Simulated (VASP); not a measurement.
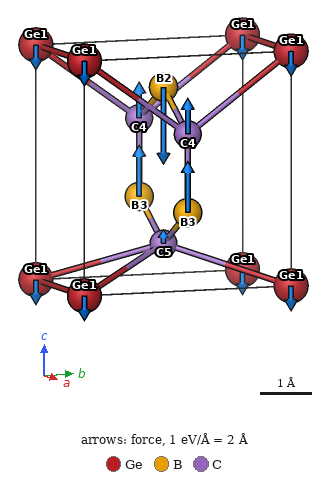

Starting geometry of crystalline GeB2C2 (a generated structure, set up in Pmm2) with the computed forces as blue arrows. The picture is a ball-and-stick view of the cell of the calculation, seen slightly off an axis.

The run lets cell and atoms move.

The calculation used Kohn-Sham DFT of a periodic cell, PBE, VASP PAW PBE potentials, recommended (VASP 6.6.1).

Input file:
```
PREC = Normal
ENCUT = 520
EDIFF = 1E-4
ISMEAR = 0
SIGMA = 0.15
LREAL = F
LASPH = T
NELM = 60
ALGO = Fast
ISIF = 3
LWAVE = F
LCHARG = F
GGA = PE
IBRION = 2
NSW = 24
EDIFFG = -0.08
KPAR = 2
```

Run as
```bash
cat potpaw_PBE.64/Ge_d/POTCAR potpaw_PBE.64/B/POTCAR potpaw_PBE.64/C/POTCAR > POTCAR
mpirun -np 2 vasp_std > vasp.out
```

### What follows when this structure is relaxed?

It isn't relaxed: the largest force vector, on B2, is 0.79 eV/Å. The final displacements follow the starting forces only in part (cosine between the two patterns 0.60). Ge1 moves most relative to the cell: 0.070 Å along −c. Largest moves by element: Ge 0.070 Å, B 0.028 Å, C 0.028 Å. The volume changes by −5.0 %, with a 2.720 → 2.770 Å (+1.8 %), b 4.400 → 4.122 Å (−6.3 %), c 4.710 → 4.689 Å (−0.5 %). Near-neighbour distances that change, for instance: Ge1–C4 2.702 → 2.528 Å, Ge1–C5 2.703 → 2.632 Å, Ge1–Ge1 2.720 → 2.770 Å, B2–C5 1.573 → 1.594 Å. Bond angles that change, for instance: C4–B2–C4 120.2° → 123.6°, B2–C4–B2 120.2° → 123.6°. The space group stays Pmm2 (No. 25). The energy falls by 25.2 meV per atom in 16 geometry steps. Largest force component: 0.79 eV/Å at the start, 0.057 eV/Å at the end. The pressure goes from 0.07 to 0.28 GPa.
